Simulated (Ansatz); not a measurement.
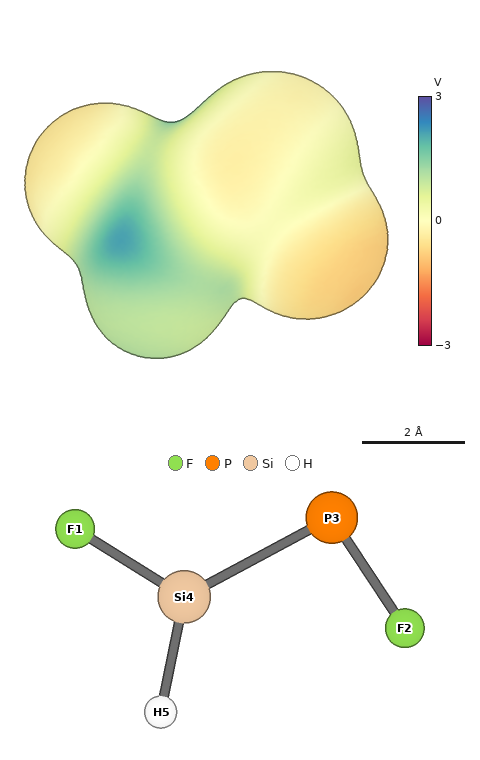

Figure. F2HPSi (SMILES F/[SiH]=P\F). The electrostatic potential painted on the density surface at 0.002 e/bohr³, seen across its widest extent; the colour scale runs from red (negative) to blue (positive). The bare structure is drawn below in the same view.

Geometry: B3LYP-D3(BJ)/6-311G**.

Computed with isolated molecule in a Gaussian basis; Kohn-Sham density functional theory, functional PBE0 in Ansatz.

```json
{"atom": "F", "x (Å)": "-2.8908", "y (Å)": "-1.2250", "z (Å)": "-2.2972"}
{"atom": "F", "x (Å)": "0.7115", "y (Å)": "0.9015", "z (Å)": "-1.1827"}
{"atom": "P", "x (Å)": "-0.8672", "y (Å)": "0.7128", "z (Å)": "-0.6898"}
{"atom": "Si", "x (Å)": "-1.3898", "y (Å)": "-0.6337", "z (Å)": "-2.2215"}
{"atom": "H", "x (Å)": "-0.5681", "y (Å)": "-1.1752", "z (Å)": "-3.3220"}
```

> Which sites attract a positive test charge, and which a negative one?

A positive charge is drawn to the negative regions and a negative charge to the positive ones. The most negative region (about −0.8 V) lies over F2, the most positive (about +2.1 V) over Si4.
